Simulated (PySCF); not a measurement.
C₆H₄S₄, SMILES C1=CSC(=C2SC=CS2)S1 at its GFN2-xTB optimised geometry (Å):

```
14

C     -0.6644    -3.1653     0.0000
C      0.6655    -3.1653     0.0000
S      1.4878    -1.6279     0.0000
C      0.0006    -0.6723     0.0036
S     -1.4866    -1.6279     0.0000
C      0.0001     0.6713     0.0084
S      1.4866     1.6281     0.0114
C      0.6631     3.1648     0.0222
C     -0.6668     3.1638     0.0222
S     -1.4878     1.6258     0.0115
H     -1.2871    -4.0403    -0.0004
H      1.2880    -4.0404    -0.0004
H      1.2850     4.0404     0.0279
H     -1.2902     4.0383     0.0279
```

Level of theory: PBE0/def2-TZVP run with PySCF.

Map of the electrostatic potential (hartree/e), clipped to [-0.08, 0.12] on the plane z = 1.0 Å:

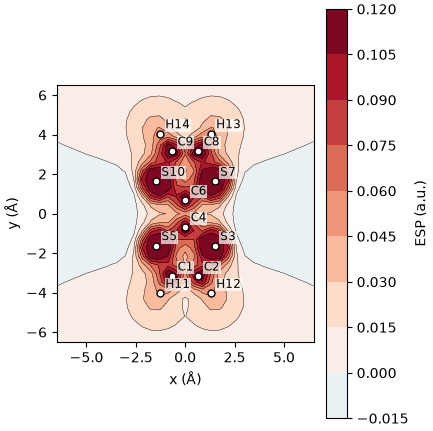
Figure: Electrostatic potential (hartree/e), clipped to [-0.08, 0.12] on the plane z = 1.0 Å.
